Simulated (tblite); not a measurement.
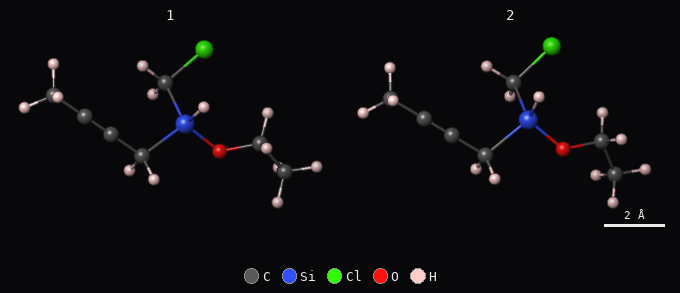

Two geometries of C$_{7}$H$_{13}$ClOSi, drawn at one scale. One is the start of a relaxation, the other its converged end. A ball-and-stick model, seen at a tilt.

The calculation used tblite, GFN2-xTB geometry optimisation, gas phase. 

Which one is relaxed?

Answer. Structure 2 is the relaxed one. The energy falls by 6.85 kcal/mol in 133 geometry steps. An H atom moves most after the best rigid fit: 0.80 Å. Largest moves by element: H 0.80 Å, O 0.68 Å, Si 0.43 Å, Cl 0.41 Å, C 0.37 Å. Some distances before and after: O–Si 1.682 → 1.615 Å, C–Si 1.869 → 1.920 Å, H–Si 1.494 → 1.466 Å, C–H 1.109 → 1.086 Å. Among the angles between lasting bonds that change: Si–O–C 119.1° → 131.3°, C–Si–O 110.9° → 102.7°, O–Si–H 107.0° → 113.2°. Groups turn about O–Si by about 40°, C–O by about 25°.
